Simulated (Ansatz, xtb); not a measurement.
# Ligand exchange: CH3I + C2H3I → I2 + C3H6

Species: CH3I (methyl iodide) `CI`, singlet; C2H3I `C=CI`, singlet; I2 (iodine), singlet; C3H6 (propene) `C=CC`, singlet. The partners trade CH3 for I: I–CH3 and C–I bonds give way to I–I and C–CH3.

Shapes, held fixed at every level: PBE0-D4/def2-TZVP. Programs: Ansatz 0.2.0, xtb 6.7.1. The zero-point and thermal change to 298 K, harmonic and unscaled (PBE0-D4/def2-TZVP), is +5.0 kJ/mol.

**What was measured.** Tabulated heats of formation (Active Thermochemical Tables): CH3I +15.0; C2H3I +130.6; I2 +62.4; C3H6 +20.4 kJ/mol, which give ΔH(298 K) = -62.8 kJ/mol.

```csv
level,kind,ΔH (kJ/mol),computed − measured,CPU time (all species)
GFN2-xTB,semi-empirical,-108.2,-45.4,0.24 s
HF/def2-TZVPP,Hartree–Fock,-69.7,-6.9,–
SPW92/def2-TZVPP,LDA,-60.4,+2.4,9 s
PBE0-D4/def2-TZVPP,global hybrid,-61.7,+1.1,13 s
r2SCAN0-D4/def2-TZVPP,global hybrid,-60.8,+2.0,24 s
MP2/def2-TZVPP,perturbation theory,-37.3,+25.5,–
CCSD(T)/def2-SVP,coupled cluster or CI,-64.9,-2.1,12 s
CCSD(T)/def2-TZVPP,coupled cluster or CI,-42.8,+19.9,2.7 min
```

Nearest: PBE0-D4/def2-TZVPP (+1.1); farthest: GFN2-xTB (-45.4). 5 of 8 levels lie within 10 kJ/mol. For atoms past krypton def2 sets carry core potentials with scalar relativity. Correlated rows may include outer-core shells of I, which these sets cover unevenly. Times are processor times on shared x86 and Arm servers, and rough.

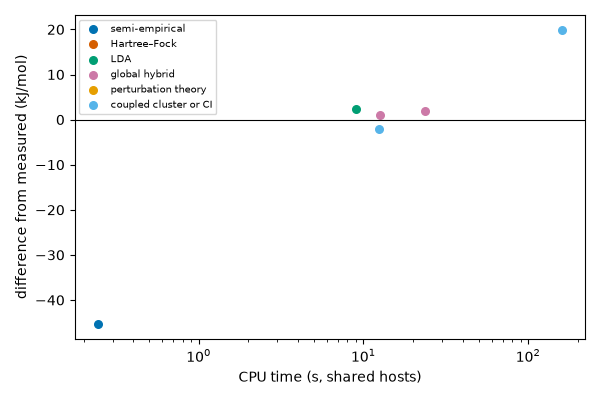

Difference from the measured value against processor time, one point a level.
